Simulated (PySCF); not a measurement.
## A study: CClF3, SMILES `FC(F)(F)Cl`

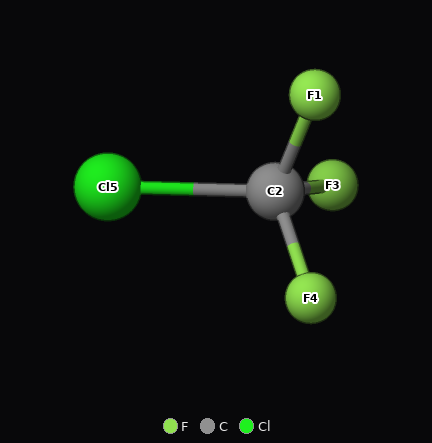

The molecule, with its atoms numbered as below. No frequency check shows the geometry to be a minimum.

Coordinates in Å:

```
F1       0.8189   -0.6470    1.0543
C2       0.3510    0.0000    0.0000
F3       0.8185    1.2367    0.0330
F4       0.8181   -0.5897   -1.0877
Cl5     -1.4238    0.0000    0.0002
```

Part 1: Bonding charge

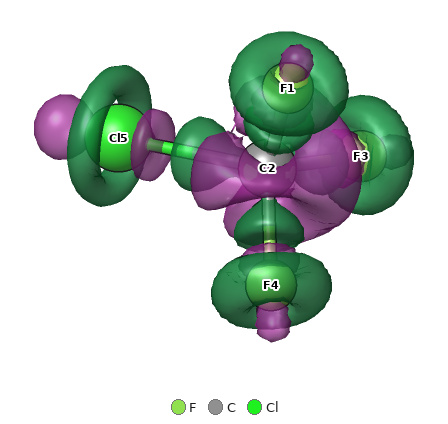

Deformation density (molecule less spherical, spin-averaged free atoms at the same positions), surfaces at ±0.1 e/Å³; green: gain, purple: loss.

PySCF calculation, PBE/cc-pVTZ, gas phase; geometry: GFN2-xTB.

Question: How much density has each bond gained at its critical point, relative to the free atoms?

Answer: C2–Cl5: +0.28 e/Å³ at the bond critical point (bond length 1.77 Å, Mayer order 1.1). F1–C2, C2–F3 and C2–F4: +0.20 e/Å³ at the bond critical point (bond length 1.32 Å, Mayer order 1.3). In all, 1.0 electrons gather in the regions of gain relative to the promolecule.

Question: Where do the Hirshfeld charges lie?

Answer: The highest Hirshfeld charge is on C2 (+0.25 e), the lowest on F1, F3 and F4 (−0.07 e).

```tsv
atom	charge (e)
F1	−0.07
C2	+0.25
F3	−0.07
F4	−0.07
Cl5	−0.05
```

Part 2: Local ionisation energy

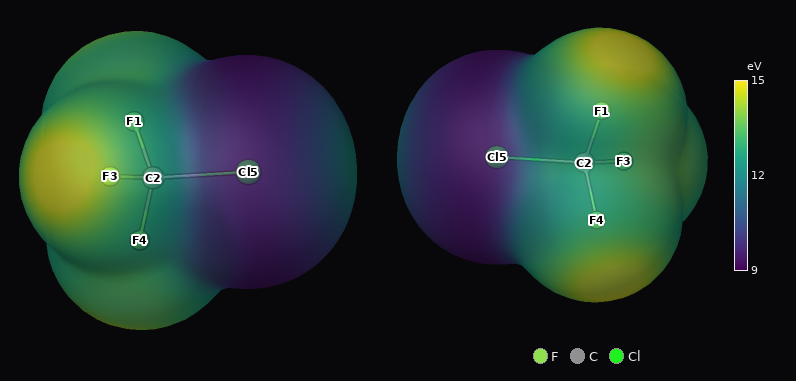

Average local ionisation energy on the surface of electron density 0.001 a.u. (back view left, front view right).

Question: Locate the minima of the map.

Answer: The lowest value is 9.3 eV, 2.1 Å from Cl5, and at like points elsewhere. Further minima include 12.5 eV, 1.7 Å from F4, and at like points elsewhere. For comparison, the highest occupied orbital lies at −8.4 eV.

Part 3: In an electric field

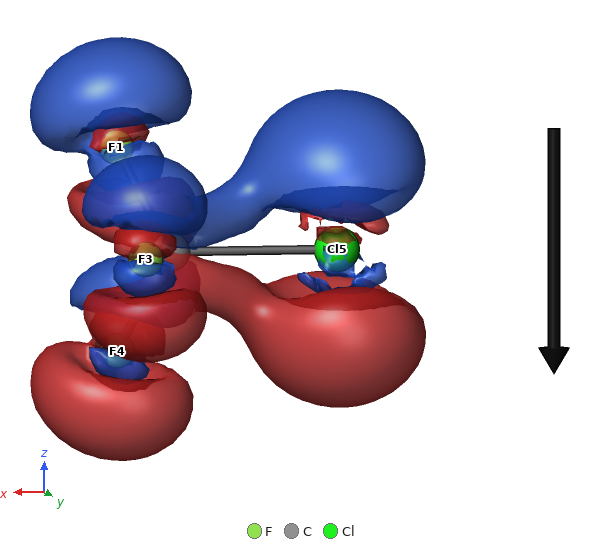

Change of the electron density in a uniform field of 0.26 V/Å along −z (arrow), surfaces at ±0.0015 e/Å³ (blue: gain, red: loss).

Level of theory: B3LYP/def2-SVPD (PySCF), at a geometry from GFN2-xTB.

Question: How large is the response?

Answer: The induced dipole is 0.37 D (along the field); α along this axis, from the fields in both directions, is 29 bohr³ (4.3 Å³).

Question: Which atoms gain and lose the most charge?

Answer: Electrons gather most on F1 (Hirshfeld charge changes by −0.009 e) and leave F4 most (+0.009 e); 0.038 electrons are displaced in all.

Part 4: Localised orbitals

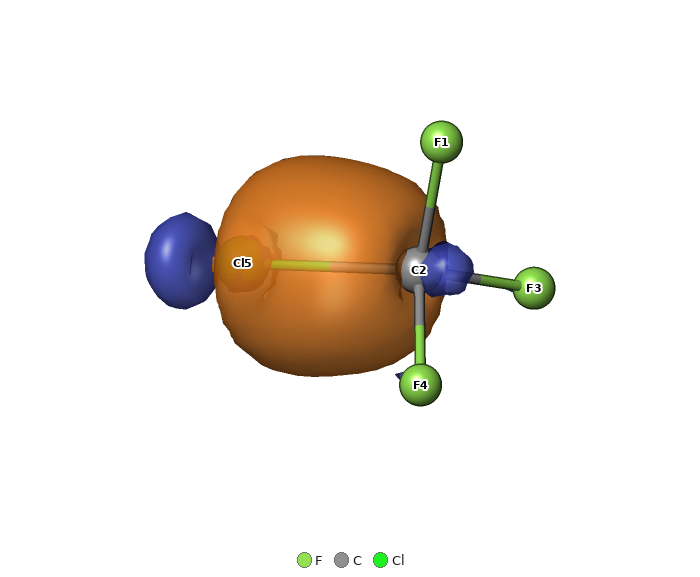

Foster–Boys orbitals, occupied; each surface holds about 80 % of the orbital's density. Energies are diagonal elements of the Fock matrix.

Computed with PySCF, B3LYP/6-31G*, geometry: GFN2-xTB.

Question: What does this orbital represent?

Answer: σ bond Cl5–C2 (Cl5 56 %, C2 43 %; −18.1 eV).

Question: How do all the valence pairs divide up?

Answer: 16 pairs: 12 lone pairs and 4 σ bonds.

Part 5: Stretching a bond

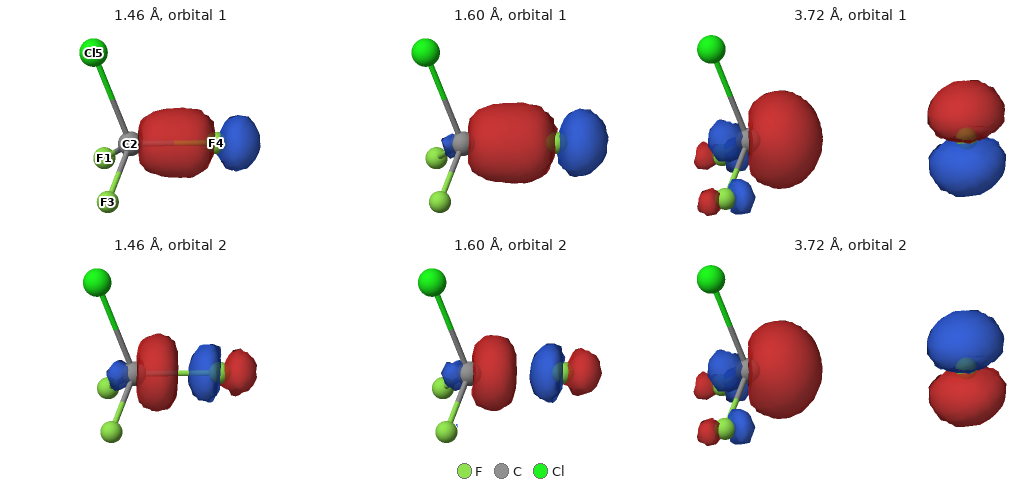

Rigid stretch of the C2–F4 bond. The two CASSCF(2,2) natural orbitals nearest half filling (orbital 1 the more occupied).

Computed with PySCF, 6-31G* basis, geometry: GFN2-xTB.

Question: How do the occupations change along the stretch?

Answer: 1.46 Å: 1.97 and 0.03; 1.60 Å: 1.94 and 0.06; 3.72 Å: 1.00 and 1.00. At the longest distance computed (3.72 Å) they are 1.00 and 1.00, and the effective number of unpaired electrons is 2.0.

Question: Where does the UHF solution part from RHF?

Answer: Between 1.60 Å (⟨S²⟩ = 0, the two coincide) and 1.80 Å (⟨S²⟩ = 0.20); at 3.72 Å ⟨S²⟩ is 1.01 and UHF lies 6.4 eV below RHF.

Question: How much energy does the stretch cost?

Answer: By CASSCF, 4.5 eV from the lowest point of the scan (1.33 Å) to 3.72 Å; RHF gives 10.1 eV from its own lowest point. The fragments aren't relaxed and dynamic correlation is missing, so this isn't a bond dissociation energy.

The PySCF runs shown took 11 s, 12 s, 4 s and 77 s on 1 thread of Intel(R) Xeon(R) 6975P-C (Granite Rapids), on a shared host.
